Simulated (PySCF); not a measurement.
Input

```
{"job": {"kind": "uv", "xc": "CAM-B3LYP", "basis": "def2-SVPD", "nstates": 8, "ntriplets": 3}, "charge": 0, "multiplicity": 1}
B     -0.212606    -1.131278     1.687514
P      0.434496    -0.077255     0.225531
C      1.877835    -0.674355    -0.738079
N      0.987050     1.430084     0.718779
C     -0.762478     0.265253    -1.154565
P     -2.212059     1.199452    -0.447077
H      0.712341    -1.212528     2.433177
H     -1.125845    -0.495541     2.127544
H     -0.542815    -2.175518     1.219008
H      2.215675     0.080956    -1.446002
H      1.610711    -1.586228    -1.267785
H      2.679228    -0.895925    -0.036884
H      0.941714     2.172949     0.029300
H      0.546839     1.722853     1.582356
H     -0.276525     0.885411    -1.915889
H     -1.078998    -0.676162    -1.605805
H     -3.009778     1.077798    -1.585015
H     -2.793544     0.096350     0.162235
```

Launched as:

```sh
OMP_NUM_THREADS=1 python probes_run.py task.json out
```

Geometry: GFN2-xTB.

Computed with CAM-B3LYP/def2-SVPD, SCF density, gas phase (PySCF 2.14.0).

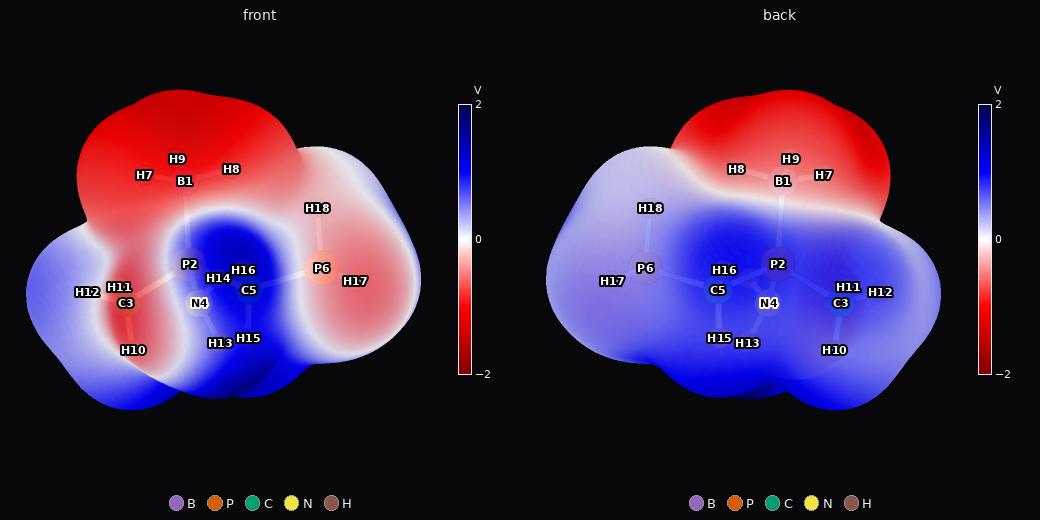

C₂H₁₂BNP₂. The electrostatic potential painted on the density surface at 0.001 e/bohr³, seen from the front and from behind; red is negative and blue positive.

### Which sites attract a positive test charge, and which a negative one?

A positive charge is drawn to the negative regions and a negative charge to the positive ones. The most negative region (about −1.3 V) lies over H7, the most positive (about +1.8 V) over H13.

### How polar is the molecule by this calculation?

Its dipole moment is 4.84 D.
